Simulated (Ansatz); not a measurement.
# AlBH4N2: what the fields show

Input file:

```
crystal:
  periodic: [false, false, false]
  atoms:
    - {symbol: Al, position_ang: [-0.901058, -0.762536, -0.872541]}
    - {symbol: B, position_ang: [-1.463579, 0.459874, 0.916643]}
    - {symbol: "N", position_ang: [-0.785116, 0.933903, -0.275401]}
    - {symbol: N, position_ang: [-1.707533, -0.958087, 0.727237]}
    - {symbol: H, position_ang: [-1.765037, 1.114603, 1.874809]}
    - {symbol: H, position_ang: [-0.482001, 1.876662, -0.446274]}
    - {symbol: H, position_ang: [-0.504448, -1.624735, -2.134653]}
    - {symbol: H, position_ang: [-2.162725, -1.570926, 1.380766]}
basis:
  gaussian: {orbitals: def2-TZVPD}
hamiltonian: {xc: {name: PBE0}}
output: {forces: true, orbitals: {seedname: orbitals}}
```

Run with:

```sh
ansatz run input.yaml --threads 1 --pin off --max-ram 2610MiB --events-out events.jsonl --progress --plain --runs-dir runs
```

Geometry: B3LYP/6-31G*.

Theory: isolated molecule in a Gaussian basis; Kohn-Sham density functional theory, functional PBE0 (Ansatz 0.2.0).

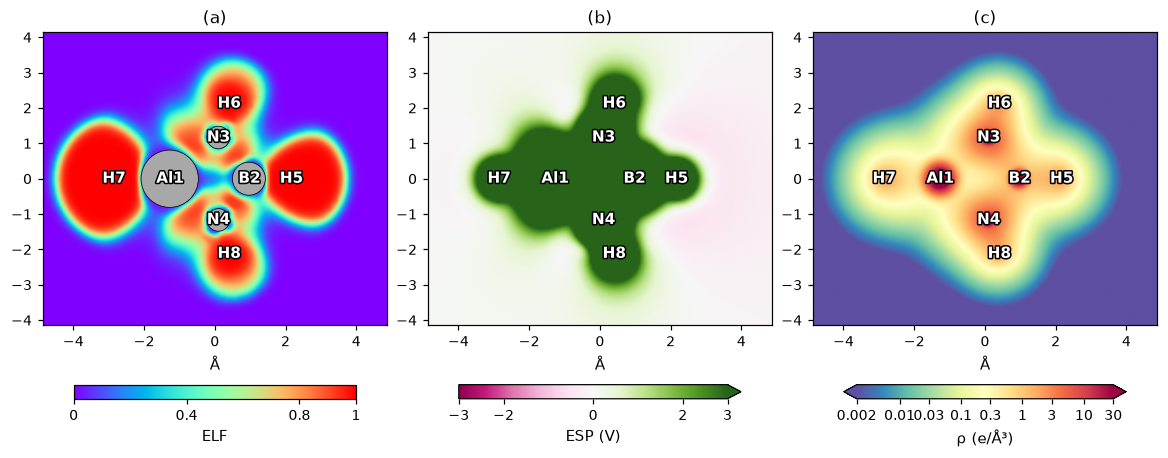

Figure 1. (a) ELF; (b) electrostatic potential; (c) total electron density on the molecular plane. Grey discs cover the atomic cores in the ELF map.

Question: Interpret the plot.

Answer: The section cuts through Al, B, N and H sites.
B–N (1.45 Å): ρ at the midpoint is about 1.8 e/Å³; the ELF peaks at about 0.90 between the atoms; a shared but strongly polarised pair.
Al–N (1.80 Å): ρ is about 0.78 e/Å³ halfway; the ELF peaks at about 0.85 in the valence shell of N, 0.6 Å from its nucleus, and is about 0.55 at the midpoint.
Al–B (2.24 Å): ρ is about 0.4 e/Å³ halfway; the ELF is about 0.15 at the midpoint.
N–H (1.00 Å): the density is about 2.9 e/Å³ at the midpoint; the ELF climbs to about 1 towards the hydrogen, as it does in any bond to H: a covalent bond by its length.
B–H (1.20 Å): ρ is about 1.2 e/Å³ halfway; the ELF climbs to about 1 towards the hydrogen (an ordinary covalent bond to hydrogen).
Outside the dense part of the molecule the potential is most negative (−0.5 V) near H5.

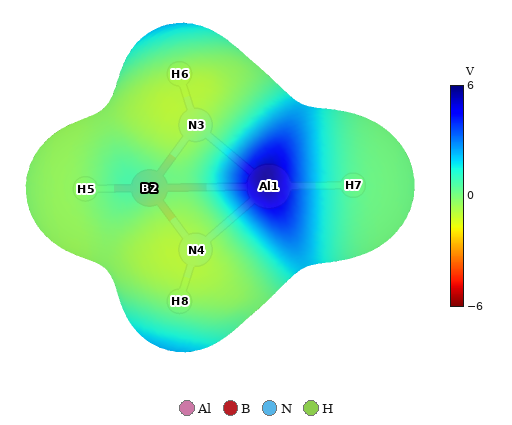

Figure 2. The electrostatic potential painted on the density surface at 0.004 e/bohr³, seen across its widest extent; red is negative and blue positive.

Question: Describe the electrostatic potential map.

Answer: The most negative region (about −1.0 V) lies over N3 and N4, the most positive (about +5.4 V) over Al1.

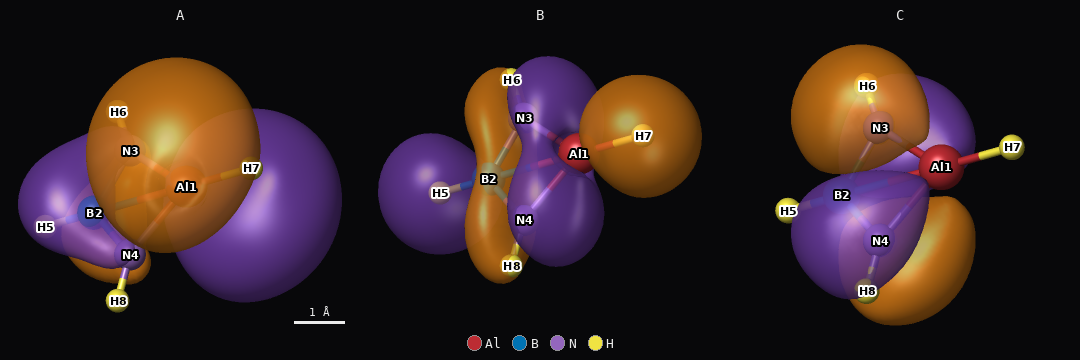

Figure 3. Three frontier orbitals at ±0.06 Å⁻³ᐟ² (orange and purple are the two phases), in no order.

Question: Order the three orbitals by energy and name them.

Answer: B is the HOMO−1 (−8.14 eV). By Hirshfeld shares it lies mainly on N4 (about 20 %), N3 (about 20 %), H5 (about 15 %), B2 (about 15 %), Al1 (about 15 %) and H7 (about 15 %); it is symmetric in the molecular plane (an in-plane orbital: σ, lone-pair or in-plane π type). C is the HOMO (−6.55 eV). It lies mainly on N4 (about 40 %) and N3 (about 40 %); it changes sign across the molecular plane (π type); π-antibonding (a node) across Al1–B2. A is the LUMO (−0.73 eV). Its weight (Hirshfeld) is mainly on Al1 (about 75 %), B2 (about 10 %) and H7 (about 10 %); it changes sign across the molecular plane (π type).

Question: What is the HOMO–LUMO gap?

Answer: 5.82 eV between the orbital energies.
